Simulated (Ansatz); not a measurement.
```yaml
atoms:
  - { symbol: C, position_ang: [-1.7949, -0.8893, 1.8823] }
  - { symbol: C, position_ang: [-0.7695, -0.4560, 0.8900] }
  - { symbol: C, position_ang: [-0.9933, 0.6760, 0.0767] }
  - { symbol: C, position_ang: [-0.0475, 1.0549, -0.8380] }
  - { symbol: C, position_ang: [-0.3027, 2.2491, -1.7623] }
  - { symbol: F, position_ang: [-1.4816, 2.8241, -1.5203] }
  - { symbol: F, position_ang: [-0.2906, 1.8517, -3.0321] }
  - { symbol: F, position_ang: [0.6452, 3.1665, -1.5999] }
  - { symbol: O, position_ang: [1.0830, 0.5084, -1.0376] }
  - { symbol: Ti, position_ang: [2.0812, -0.9585, -0.2001] }
  - { symbol: O, position_ang: [1.8909, -2.7049, -0.5059] }
  - { symbol: F, position_ang: [3.3575, -0.6590, -1.3641] }
  - { symbol: Cl, position_ang: [3.0845, -0.4801, 1.7063] }
  - { symbol: O, position_ang: [0.2806, -1.1383, 0.8132] }
  - { symbol: H, position_ang: [-2.6887, -0.2693, 1.8538] }
  - { symbol: H, position_ang: [-2.0624, -1.9313, 1.6932] }
  - { symbol: H, position_ang: [-1.3528, -0.8485, 2.8811] }
  - { symbol: H, position_ang: [-1.9147, 1.2298, 0.1596] }
  - { symbol: H, position_ang: [1.2340, -3.2296, -0.0396] }
```

Geometry: PBE0-D4/def2-TZVP.

Method: Ansatz 0.2.0, RKS PBE0-D4/def2-TZVPP.

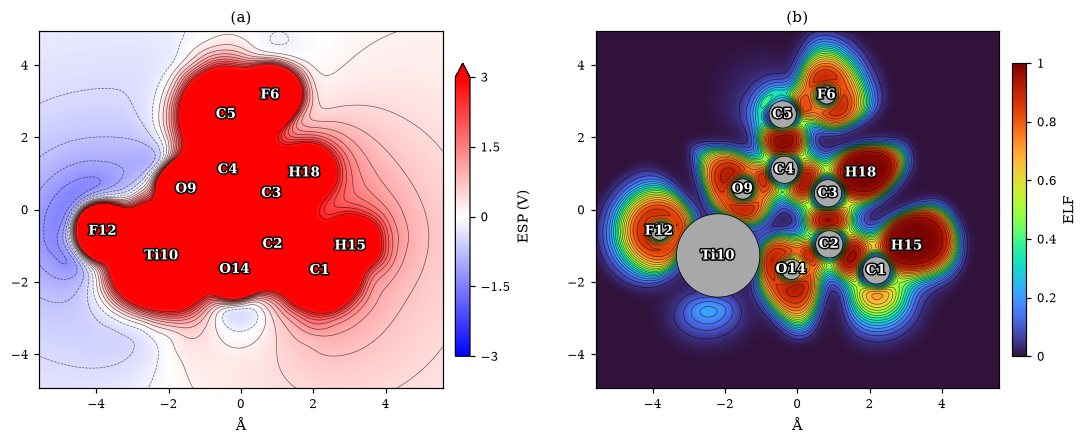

C5H5ClF4O3Ti. (a) electrostatic potential; (b) electron localisation function on the plane of atoms C3, C4 and C5. Grey discs cover the atomic cores in the ELF map.

### Describe what can be read from this map.

Atoms in the plane: C, F, O, Ti and H.
C–O (1.25 Å): the ELF peaks at about 0.90 between the atoms: a short, strongly polar bond.
C–F (1.33 Å): the ELF peaks at about 0.80 between the atoms (a polar covalent bond).
C–C (1.37 Å): the ELF peaks at about 0.95 between the atoms: a covalent bond.
Ti–F (1.75 Å): the ELF peaks at about 0.85 in the valence shell of F, 0.5 Å from its nucleus, and drops to about 0.25 between the two atoms.
The ELF also peaks beside F6, away from the bonds: lone-pair regions.
Outside the dense part of the molecule the potential is most negative (−1.4 V) near F12.
